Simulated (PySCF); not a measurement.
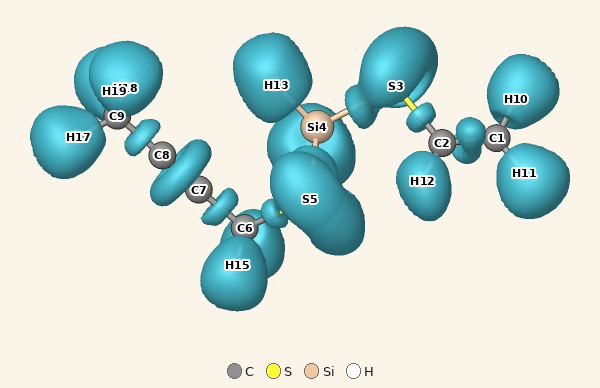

C6H10S2Si (SMILES C=CS[SiH2]SCC#CC). Isosurface of the electron localisation function at 0.8 (cyan), seen at a tilt. Only the valence region is drawn (cores and ρ < 0.01 e/Å³ removed).

Geometry: GFN2-xTB.

All numbers below come from PBE0/pcSseg-1, SCF density, gas phase, non-relativistic (PySCF 2.14.0).

```xyz
19

C     4.8754    0.6285   -0.0809
C     3.5759    0.4183    0.0153
S     2.3925    1.7234   -0.1209
Si    0.5855    0.6880   -0.6293
S     0.4830   -1.1677    0.4250
C    -1.0130   -1.8810   -0.3834
C    -2.1695   -1.0424   -0.2290
C    -3.0938   -0.2954   -0.0659
C    -4.2348    0.5739    0.1053
H     5.2758    1.6086   -0.2723
H     5.5776   -0.1787    0.0359
H     3.1510   -0.5527    0.2161
H    -0.4761    1.5908   -0.2295
H     0.5776    0.3822   -2.0560
H    -1.1583   -2.8438    0.1076
H    -0.7735   -2.0361   -1.4364
H    -5.1456   -0.0182    0.1884
H    -4.1147    1.1659    1.0121
H    -4.3248    1.2456   -0.7479
```

Q: What do the ELF domains correspond to?

A: The surface consists of four regions between bonded C–C atoms (shared pairs), two regions between bonded C–S atoms (shared pairs), ten regions around hydrogen nuclei and two regions on S in which the atom's valence shell and bonds are merged.

Values along the shortest contacts:
C–C (1.20 Å): the ELF peaks at about 0.85 between the atoms (a multiple bond). C–S (1.77 Å): the ELF peaks at about 0.90 between the atoms (a shared electron pair).
